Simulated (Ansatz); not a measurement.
# What CaTiSe3 (model cell, started as cubic perovskite with Ti in the octahedra) distorts into, part 3 of 3

Which phase does CaTiSe3 (model cell, started as cubic perovskite with Ti in the octahedra) fall into along its unstable mode, and how much energy does it gain?

Ansatz 0.2.0; DFT PBEsol, scalar-relativistic, plane waves, PAW; PAW set soft_1.

So far. Step 5 (Energy along the mode, all amplitudes (two of the runs …): The lowest of the steps tried is the last one, at 0.6 Å, 160 meV/atom below the parent; the bottom of the well need not coincide with a step. Step 7 (The new phase in its own primitive cell): The largest force component left is 0.23 meV/Å and the pressure is -0.006 GPa, within the tolerances set. The cell now holds 22.88 Å³/atom. The relaxed cell has a = 7.007, c = 16.147 Å (conventional setting).

The structure was built from a prototype and need not be the compound's stable phase.

## Step 8: Modes of the new phase, k-mesh 6×6×6

A relaxed structure may still be a saddle point, so its zone-centre modes are computed. No field response is asked, since the mesh shows no gap.

input.yaml reads:

```yaml
crystal:
  lattice:
    - [3.5033176969, 2.0226414154, 5.3823148349]
    - [-3.5033176969, 2.0226414154, 5.3823148349]
    - [0.0, -4.0452828308, 5.3823148349]
  atoms:
    - { symbol: Ca, position: [0.75, 0.75, 0.75] }
    - { symbol: Ca, position: [0.25, 0.25, 0.25] }
    - { symbol: Ti, position: [0.5, 0.5, 0.5] }
    - { symbol: Ti, position: [0.0, 0.0, 0.0] }
    - { symbol: Se, position: [0.1559017083, 0.75, 0.3440982917] }
    - { symbol: Se, position: [0.8440982917, 0.25, 0.6559017083] }
    - { symbol: Se, position: [0.3440982917, 0.1559017083, 0.75] }
    - { symbol: Se, position: [0.6559017083, 0.8440982917, 0.25] }
    - { symbol: Se, position: [0.25, 0.6559017083, 0.8440982917] }
    - { symbol: Se, position: [0.75, 0.3440982917, 0.1559017083] }
kpoints:
  mp_grid: { grid: [6, 6, 6] }
hamiltonian:
  xc: pbesol
  pseudopotentials: { kind: paw, azcp: { folder: soft_1 }, xc_functional: pbe }
scf:
  occupations: { method: methfessel_paxton, width: 0.2 }
output:
  eigenvalues: true
phonons:
  method: dfpt
```

Command:

```console
$ ansatz run input.yaml --threads 4 --pin off --max-ram 16384MiB --backend cpu --events-out ev --progress --plain --runs-dir out
```

Numbers of over 12 decimals in the logs are rounded to 6 here.

Output:

```text
[...]
Crystal: 10 atoms, lattice volume = 228.833 Å³
Basis set: ecut = 420 eV, 4475 PW (Γ), exchange–correlation on 96×96×96 points (8 copies of the dense FFT grid, shifted against one another)
Bands: 84, of which v1, the nominal top of the filled ones, is band 70 counted from 1 (69 counted from 0)
Symmetry: 12 space group operations
k-points: 112 of 216 (irreducible under 1 space group operation, time reversal used)
[...]
SCF iter   1: F=—  HF=-41098.929581 eV  |F-HF|=—  |Δ(HF+E_count)|=         —  Δρ=8.86e-2  dr2=3.33e1  ethr=3.10e-3  ⟨swp⟩=7.1  Hψ=36265  notcnv=0
[...]
SCF iter  14: F=-41093.808921 eV  HF=-41093.808921 eV  |F-HF|=1.46e-11  |Δ(HF+E_count)|=  7.28e-12  S|Δr|=    0.00e0  Δρ=3.73e-8  dr2=3.41e-12  ethr=1.00e-12  ⟨swp⟩=12.7  Hψ=48252  notcnv=0
SCF 1 converged in 14 iterations: F = -41093.808921 eV  dr2 = 3.41e-12
[...]
DFPT response loops at Γ: preconditioner auto → Kerker (q_TF=auto, 2.514 Å⁻¹) (partly filled bands, converged f_vac=0.005); β = 1.00, the filter's whole step (`scf.mixing.beta` (0.50) is not read by the response loops under this deck's `scf.mixing.preconditioner`; to damp them name `kerker` or `kerker_dos`, under which they read `scf.mixing.beta`, and type it under 1.00, their step now; both keys bind the ground state too); Broyden in place of MSR1
SCF converged after 14 iterations
[...]
Free energy (F): -41093.808921 eV
[...]
Internal energy: -41093.811424 eV  (E = F + TS)
E sigma→0 (E₀):  -41093.809547 eV
Entropy (-TS):   0.002502 eV (0.250 meV/atom)
Fermi energy:    8.848507 eV
[...]
--- Band table (eV; the first three rows and the last of 112) ---
  k-point 0: bands = [... 66 lower, 8.0501, 8.4023, 8.4023, 8.7865, 8.8866, 8.8866, 9.2732, 9.8335, ... 10 higher]
  k-point 1: bands = [... 66 lower, 7.9968, 8.0741, 8.3181, 8.8698, 9.0470, 9.0941, 9.2025, 9.9233, ... 10 higher]
  k-point 2: bands = [... 66 lower, 7.9448, 8.0225, 8.2827, 8.5464, 9.3250, 9.3948, 9.4898, 9.9512, ... 10 higher]
  k-point 111: bands = [... 66 lower, 7.6391, 7.6391, 7.6391, 7.6391, 9.6224, 9.6224, 9.8766, 9.8766, ... 10 higher]
--- Phonons (Γ-DFPT): 6 representative perturbations + reference, on 112 of 216 k-points (Σ response iterations 24) ---
  k mesh reduced under 1 symmetry operation, with k and −k counted as one. Each operation leaves every solved perturbation unchanged. A smaller set is not used because it would not reduce the number of displacements times k-points to solve
  ASR residual: 1.985e-4 → 0.000e0 eV/Å²; symmetrization residual: 6.472e-5 eV/Å²
  ASR residual per site (eV/Å²): 3.71e-5 3.71e-5 9.67e-5 9.67e-5 1.54e-4 1.54e-4 1.99e-4 1.99e-4 1.54e-4 1.54e-4
  Γ frequencies (cm⁻¹): -134.83 -87.54 -87.54 -79.45 -75.60 -25.57 -25.57 0.00 0.00 0.00 31.48 31.48 100.51 100.51 100.95 130.05 130.48 143.31 170.35 170.35 178.70 178.70 198.43 198.43 211.46 211.46 238.30 241.42 241.42 245.66
  non-analytic LO–TO correction: not included (Born effective charges unavailable; polar crystals: no LO–TO splitting at Γ)
```

It took 13 min on 4 threads of Arm Neoverse V1, shared host; peak memory 6.2 GiB; 51 min of CPU time.

This step gave:

```yaml
sum_rule_residual_before_enforcement: 1.99e-4 eV/Å²
point_group: -3m
highest_optical_mode_at_the_zone_centre_no_lo_to_term: 245.7 cm⁻¹
lowest_optical_zone_centre_mode: -134.8 cm⁻¹
```

Patterns of degenerate modes are one choice out of their space. The modes at Γ (shares of kinetic energy by element, %) (negative means imaginary):

| mode | frequency (cm⁻¹) | symmetry | Ca % | Ti % | Se % |
| --- | --- | --- | --- | --- | --- |
| 1 | -134.8 | A2u | 0 | 85 | 15 |
| 2 | -87.5 | Eu | 9 | 60 | 32 |
| 3 | -87.5 | Eu | 9 | 60 | 32 |
| 4 | -79.5 | A2u | 87 | 1 | 12 |
| 5 | -75.6 | A2g | 100 | 0 | 0 |
| 6 | -25.6 | Eg | 8 | 0 | 92 |
| 7 | -25.6 | Eg | 8 | 0 | 92 |
| 8 | 0.0 | acoustic | 12 | 15 | 73 |
| 9 | 0.0 | acoustic | 12 | 15 | 73 |
| 10 | 0.0 | acoustic | 12 | 15 | 73 |
| 11 | 31.5 | Eu | 2 | 12 | 85 |
| 12 | 31.5 | Eu | 2 | 12 | 85 |
| 13 | 100.5 | Eg | 30 | 0 | 70 |
| 14 | 100.5 | Eg | 30 | 0 | 70 |
| 15 | 101.0 | A2g | 0 | 0 | 100 |
| 16 | 130.1 | A1g | 0 | 0 | 100 |
| 17 | 130.5 | A1u | 0 | 0 | 100 |
| 18 | 143.3 | A2u | 0 | 0 | 100 |
| 19 | 170.3 | Eg | 1 | 0 | 99 |
| 20 | 170.3 | Eg | 1 | 0 | 99 |
| 21 | 178.7 | Eu | 56 | 6 | 38 |
| 22 | 178.7 | Eu | 56 | 6 | 38 |
| 23 | 198.4 | Eg | 61 | 0 | 39 |
| 24 | 198.4 | Eg | 61 | 0 | 39 |
| 25 | 211.5 | Eu | 20 | 12 | 69 |
| 26 | 211.5 | Eu | 20 | 12 | 69 |
| 27 | 238.3 | A1u | 0 | 100 | 0 |
| 28 | 241.4 | Eu | 1 | 96 | 3 |
| 29 | 241.4 | Eu | 1 | 96 | 3 |
| 30 | 245.7 | A2g | 0 | 0 | 100 |

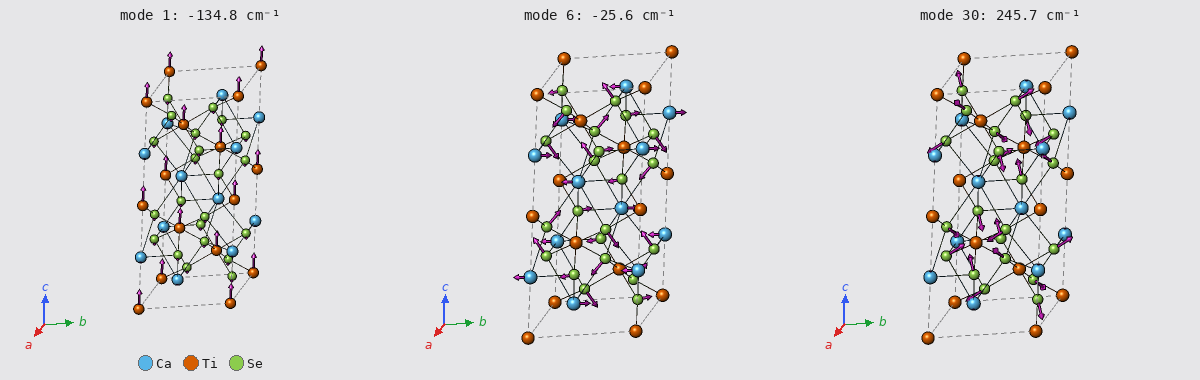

Displacement patterns of modes 1, 6 and 30 at Γ; arrows are exaggerated. Bonds to atoms that aren't drawn are left out. Some periodic images of atoms are drawn too.

Before it was imposed, the acoustic sum rule was missed by 2.0e-4 eV/Å². Small misses are needed for a sound result but don't prove that mesh and cutoff are converged. The lowest optical mode is imaginary, 134.8i cm⁻¹, so the energy falls along it.

## Step 9: Summary of results

```json
{
  "unstable mode of the parent": "q = (-0.5, -0.5, -0.5), 104i cm⁻¹",
  "depth at the lowest point sampled": "160 meV/atom",
  "largest atomic shift at that point": "0.6 Å",
  "space group reached (within 0.01 Å)": "R-3c",
  "energy gained over the parent (first relaxation, on the mesh of the frozen mode)": "174 meV/atom",
  "volume per atom, phase reached": "22.9 Å³",
  "lowest optical zone-centre mode, phase reached": "-135 cm⁻¹",
  "highest optical mode at the zone centre (no LO-TO term), phase reached": "246 cm⁻¹"
}
```

Along this mode the structure falls into R-3c, 174 meV/atom below the parent. At the parent's cell the well is 159.9 meV/atom deep on the steps tried, with its lowest point at a shift of 0.6 Å. That is the last step tried, so the steps alone don't bracket the bottom of the well. Relaxing atoms and cell changes the gain by +14.10 meV/atom against the lowest step (energies at zero smearing). The new phase still has an imaginary mode at the zone centre of its cell, so it is a saddle point on the way to a lower structure. Of the 4 patterns followed to their end from this parent, this one ends 7.12 meV/atom above the lowest, Imma. Another end point lies within 1 meV/atom; how such a difference moves with mesh and cutoff was not tested. Each path keeps the symmetry of its pattern, so a lower phase may lie along a pattern not tried. With no gap, or one that is small against the smearing, the frequencies hang on the k mesh and the smearing, most of all near Kohn anomalies. A semilocal functional can close a gap that the real compound would have, so the metallic treatment may be an artefact of the level. The PAW files were made for PBE and serve the other functionals too. The starting cell was built on a prototype and not taken from a measurement, so the phase need not exist.

[Logs are printed without paths, hosts, clocks, repeated set-up lines and the standing remarks that a program may print on its own settings, such as how far it seeks lower states.]

[Hosts, paths, dates, database ids (printed as entryN), source tags and the programs' standing remarks are cut or masked in the printed files.]
